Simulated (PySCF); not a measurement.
SrH (doublet)

| atom | x (Å) | y (Å) | z (Å) |
| --- | --- | --- | --- |
| Sr | 0.0000 | 0.0000 | -0.0239 |
| H | 0.0000 | 0.0000 | 2.0821 |

Method: PBE0/x2c-SVPall, spin-free X2C-1e, Gaussian nucleus, at a bond length of 2.106 Å in PySCF.

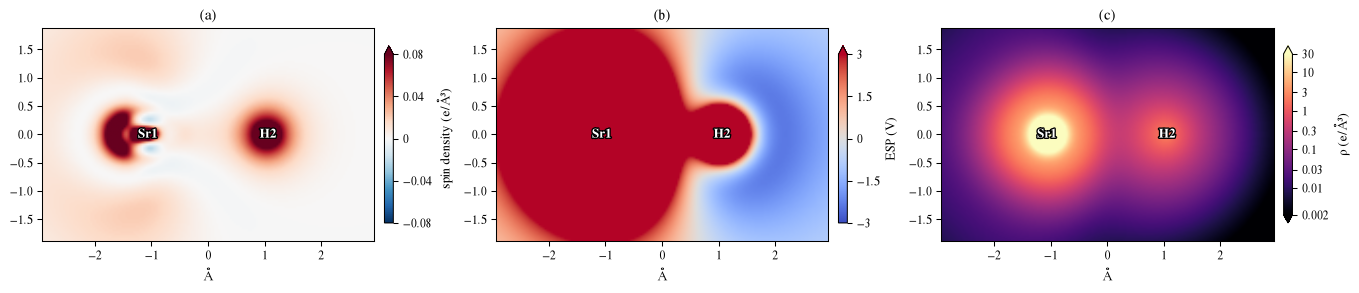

Figure 1. (a) spin density; (b) electrostatic potential; (c) total electron density on a plane that holds the molecular axis.

What do the fields say about this system?

- The plane passes through Sr and H nuclei.
- Sr–H (2.11 Å): ρ at the midpoint is about 0.53 e/Å³.
- The unpaired spin (1 electron) lies mostly on Sr1 (about 0.9) and H2 (about 0.1), in electrons by Hirshfeld's partition.
- Outside the dense part of the molecule the potential is most negative (−2.4 V) near H2.

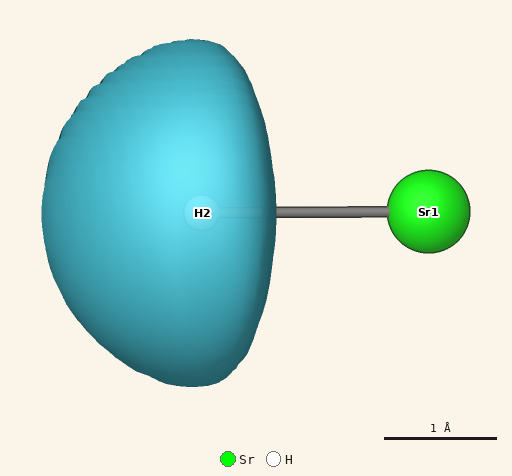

Figure 2. Isosurface of the ELF at 0.9 (cyan), seen from one side. Core shells and regions of very low density are left out.

What do the ELF domains correspond to?

The ELF exceeds this value in one region around a hydrogen nucleus. Profiles from the grid: Sr–H (2.11 Å): the ELF climbs to about 1 towards the hydrogen.

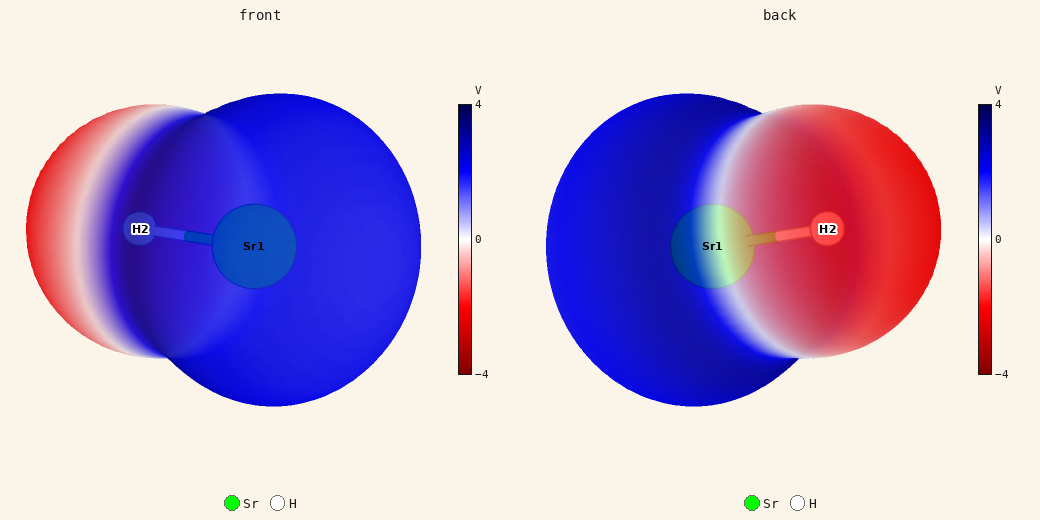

Figure 3. The molecular electrostatic potential painted on the density surface at 0.002 e/bohr³, seen from the front and from behind; the colour scale runs from red (negative) to blue (positive).

Describe the electrostatic potential map.

The most negative region (about −2.1 V, or −48 kcal/mol for a unit charge) lies over H2, the most positive (about +3.0 V, or +69 kcal/mol for a unit charge) over Sr1.
